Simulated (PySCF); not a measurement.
# C2H6, SMILES `CC`: electronic structure

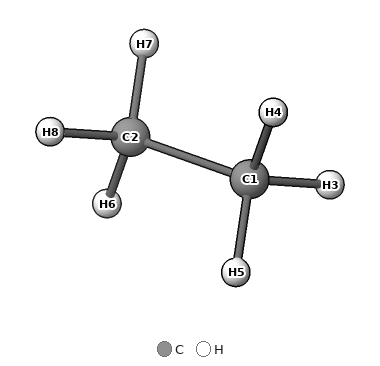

The molecule, with its atoms numbered as below. No frequency check shows the geometry to be a minimum.

Coordinates in Å:

```
C1      -0.7607    0.0000    0.0000
C2       0.7607    0.0000    0.0000
H3      -1.1438    0.3852   -0.9424
H4      -1.1435   -1.0090    0.1375
H5      -1.1438    0.6235    0.8048
H6       1.1437    1.0083   -0.1405
H7       1.1437   -0.6258   -0.8030
H8       1.1437   -0.3825    0.9435
```

### 1. Bonding charge

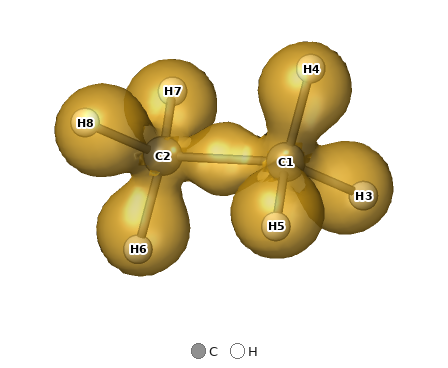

Deformation density (molecule less spherical, spin-averaged free atoms at the same positions), surfaces at ±0.15 e/Å³; yellow: gain, teal: loss.

Computed with PySCF, B3LYP/def2-SVPD, geometry: GFN2-xTB.

Describe the bonding that the map shows.

Answer. C1–H3, C1–H5, C2–H6, C2–H7 and 2 more like them: +0.67 e/Å³ at the bond critical point (bond length 1.09 Å). C1–C2: +0.44 e/Å³ at the bond critical point (bond length 1.52 Å). In all, 1.6 electrons gather in the regions of gain relative to the promolecule.

Where do the Hirshfeld charges lie?

Answer. The highest Hirshfeld charge is on H3, H4, H5, H6, H7 and H8 (+0.03 e), the lowest on C1 and C2 (−0.10 e).

| atom | charge (e) |
| --- | --- |
| C1 | −0.10 |
| C2 | −0.10 |
| H3 | +0.03 |
| H4 | +0.03 |
| H5 | +0.03 |
| H6 | +0.03 |
| H7 | +0.03 |
| H8 | +0.03 |

### 2. Bond critical points

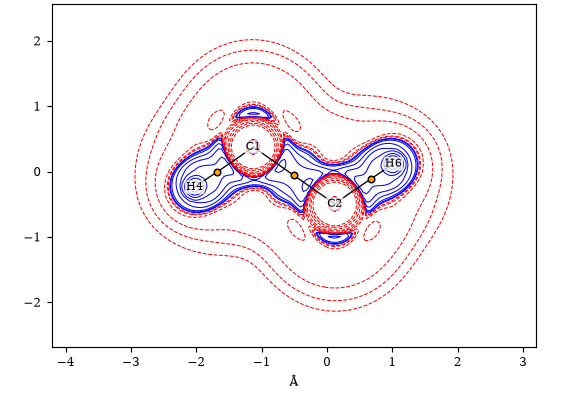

Negative Laplacian of the density (−∇²ρ) in the plane of C1, C2, H4 and H6 (solid blue lines positive, dashed red lines negative, contours at ±0.02 to ±8 a.u.), with bond paths and bond critical points (dots).

Sort the bonds in the plane by the sign of ∇²ρ at their critical points.

Answer. Concentrated (∇²ρ < 0): C2–H6 and C1–H4 (−1.01 a.u.); C1–C2 (−0.57 a.u.). At none is it depleted.

Where along C2–H6 does the critical point lie?

Answer. 0.67 Å from C2 and 0.41 Å from H6.

### 3. Electrostatic potential

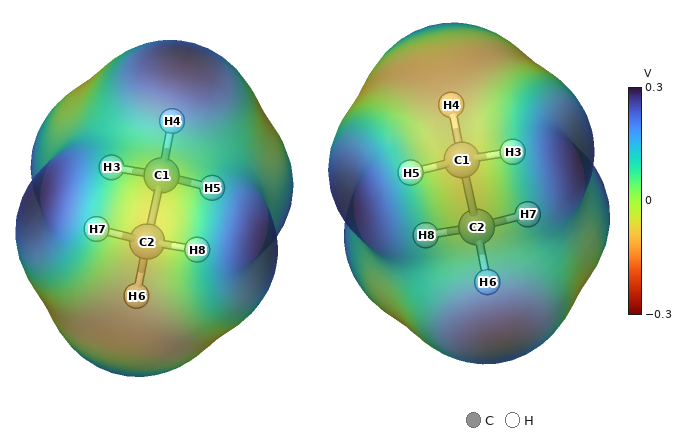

Electrostatic potential on the surface of electron density 0.001 a.u. (back view left, front view right).

Where are the extremes of the potential on the surface?

Answer. Highest: 0.30 V, 1.4 Å from H3, and at like points elsewhere. Lowest: −0.10 V, about equally far (1.7 Å) from H4 and H5, over C1 (2.0 Å), and at like points elsewhere. The surface is sampled at points, so like sites can differ by a few per cent and only the strongest of them is named.

### 4. Stretching a bond

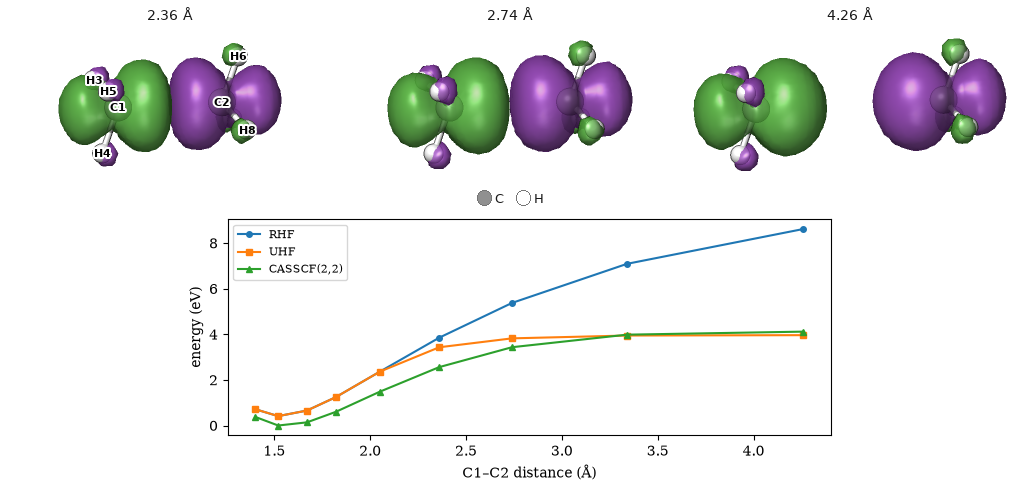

Rigid stretch of the C1–C2 bond. Broken-symmetry UHF spin density at ±0.03 e/Å³ (purple: α, green: β). Below: energies along the scan, from the lowest point of the three curves.

Computed with PySCF, def2-TZVP basis, geometry: GFN2-xTB.

How does the broken-symmetry solution share the spin, and how far is it from a pure singlet?

Answer. At 4.26 Å excess α spin lies mostly on C2 and excess β on C1; the two could be swapped at no cost. ⟨S²⟩ is 0.56 at 2.36 Å, 0.86 at 2.74 Å and 1.01 at 4.26 Å, against 0 for a pure singlet and 1 for an equal mix of singlet and triplet.

Where does the UHF solution part from RHF?

Answer. Between 2.05 Å (⟨S²⟩ = 0, the two coincide) and 2.36 Å (⟨S²⟩ = 0.56); at 4.26 Å ⟨S²⟩ is 1.01 and UHF lies 4.7 eV below RHF.

How much energy does the stretch cost?

Answer. By CASSCF, 4.1 eV from the lowest point of the scan (1.52 Å) to 4.26 Å; RHF gives 8.2 eV from its own lowest point. The fragments aren't relaxed and dynamic correlation is missing, so this isn't a bond dissociation energy.
